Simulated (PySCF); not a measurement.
Coordinates of C₇H₁₄GeO, SMILES C[C@@]1([O][GeH3])C[C@H]2C[C@@H]1C2, singlet (Å):

```xyz
23

C      0.7571    -1.3842    -0.4627
C      0.2111     0.0346    -0.4784
O      1.1364     0.8839    -1.1363
Ge     2.6126     1.5266    -0.3651
C     -1.1683     0.1779    -1.1875
C     -1.9844     0.7958    -0.0492
C     -1.5766    -0.0947     1.1442
C     -0.2026     0.5696     0.9103
C     -1.0016     1.8369     0.5306
H      0.0547    -2.0892     0.0036
H      1.7064    -1.4337     0.0935
H      0.9476    -1.7168    -1.4940
H      3.4317     2.0701    -1.5427
H      2.2457     2.6536     0.6213
H      3.3738     0.4098     0.3797
H     -1.5752    -0.7890    -1.5226
H     -1.0654     0.8376    -2.0604
H     -3.0356     1.0421    -0.2556
H     -1.6668    -1.1877     1.0417
H     -2.0336     0.2286     2.0910
H      0.5794     0.5735     1.6865
H     -1.4057     2.3566     1.4117
H     -0.5334     2.5517    -0.1618
```

Vertical TDDFT excitations, B3LYP/def2-SVPD with PySCF, at a PBE0-D3(BJ)/def2-SVP geometry (no frequency check), gas phase.

Question: Predict the low-lying singlet excitations and the spectrum.

Answer: The lowest singlet lies at 6.30 eV (197 nm, f = 0.010); the brightest of the first 10 is S3 at 6.78 eV (183 nm), f = 0.067, mainly HOMO−1 → LUMO (75 %). No singlet lies below 3.1 eV (beyond 400 nm), so at this level no vertical transition falls in the visible.


```
state  E (eV)  λ (nm)      f          main character
   S1    6.30     197  0.010      HOMO → LUMO (73 %)
   S2    6.59     188  0.005    HOMO → LUMO+1 (74 %)
   S3    6.78     183  0.067    HOMO−1 → LUMO (75 %)
   S4    6.91     179  0.002  HOMO−1 → LUMO+1 (78 %)
   S5    7.36     168  0.004    HOMO → LUMO+2 (94 %)
   S6    7.45     166  0.002    HOMO → LUMO+4 (54 %)
   S7    7.56     164  0.002  HOMO−1 → LUMO+2 (97 %)
   S8    7.62     163  0.027    HOMO → LUMO+3 (54 %)
   S9    7.73     160  0.007    HOMO → LUMO+5 (60 %)
  S10    7.81     159  0.010  HOMO−1 → LUMO+3 (42 %)
```

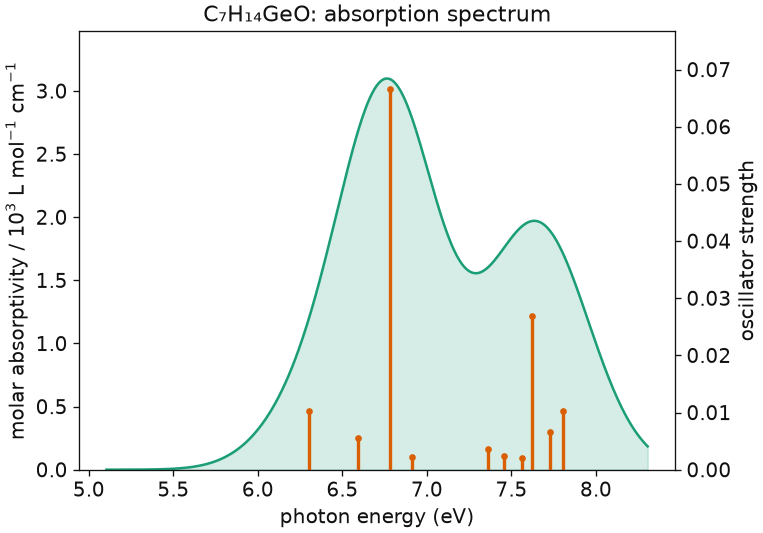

Only the first 10 singlet excitations are included; each is broadened by a Gaussian of 1/e half-width 0.40 eV. Sticks give oscillator strengths (right axis).

Note: states above the negative HOMO energy depend on the basis; one conformer of a flexible molecule; core orbitals are frozen in the response.
